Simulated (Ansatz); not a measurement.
Input file:

```
crystal:
  periodic: [false, false, false]
  atoms:
    - {symbol: N, position_ang: [2.193470, -0.758660, 0.984262]}
    - {symbol: C, position_ang: [1.194033, -0.416713, 0.530831]}
    - {symbol: Ge, position_ang: [-0.450240, 0.145766, -0.215143]}
    - {symbol: F, position_ang: [-1.471954, -1.183167, -0.466178]}
    - {symbol: F, position_ang: [-0.193032, 0.914385, -1.703784]}
    - {symbol: F, position_ang: [-1.230278, 1.234388, 0.823812]}
basis:
  gaussian: {orbitals: def2-TZVPP}
hamiltonian: {xc: pbe0, dispersion: d4}
output: {orbitals: {seedname: orbitals}}
```

Command:

```sh
ansatz run in.yaml --threads 4 --pin off --events-out ev --progress --plain --max-ram 10444MiB
```

Geometry: PBE0-D4/def2-TZVP.

Level of theory: Ansatz 0.2.0, RKS PBE0-D4/def2-TZVPP.

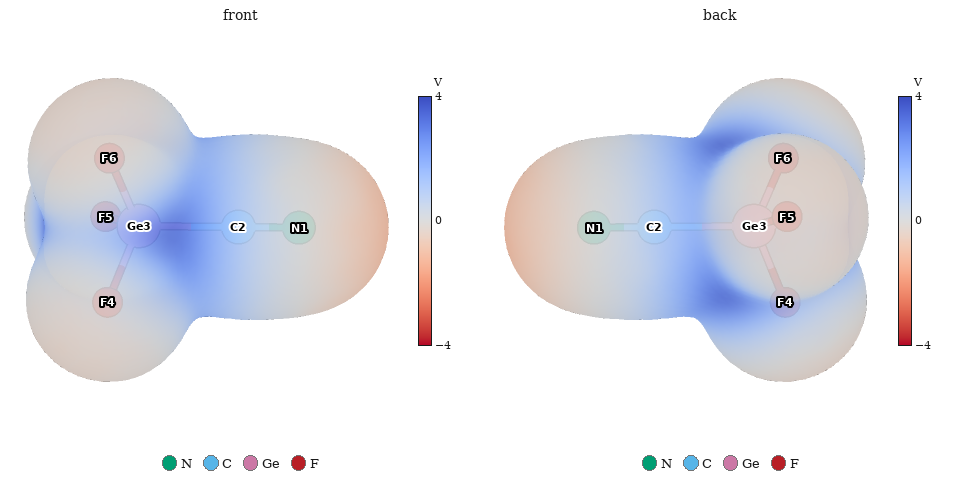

CF3GeN (SMILES N#[C][Ge]([F])([F])[F]). The molecular electrostatic potential painted on the density surface at 0.002 e/bohr³, seen from the front and from behind; red is negative and blue positive.

> Describe the electrostatic potential map.

The most negative region (about −1.0 V, or −23 kcal/mol for a unit charge) lies over N1, the most positive (about +3.1 V, or +71 kcal/mol for a unit charge) over Ge3. N1 is the likeliest acceptor of a hydrogen bond.
